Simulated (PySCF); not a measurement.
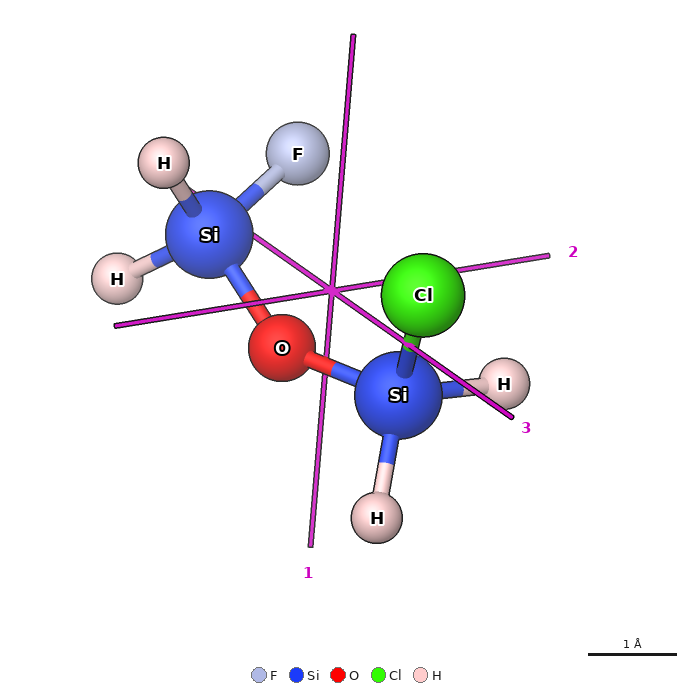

The three principal axes of inertia are drawn and numbered. Atoms fade into the background with distance from the viewer. Computed geometry: PBE0-D3(BJ)/def2-SVP optimisation. No frequency run is at hand to confirm it as a minimum. Masses are those of the most abundant isotopes; constants are for the rigid equilibrium geometry.

Which line is the a axis (least moment of inertia), which b and which c?

Answer. a is line 3, b is line 1, c is line 2; the moments are 109, 429, 467 u Å².

What kind of rotor is it, and what are its rotational constants in MHz?

Answer. An asymmetric top (C1): A = 4650, B = 1179, C = 1081 MHz. Ray's parameter κ is −0.94, close to the prolate limit.
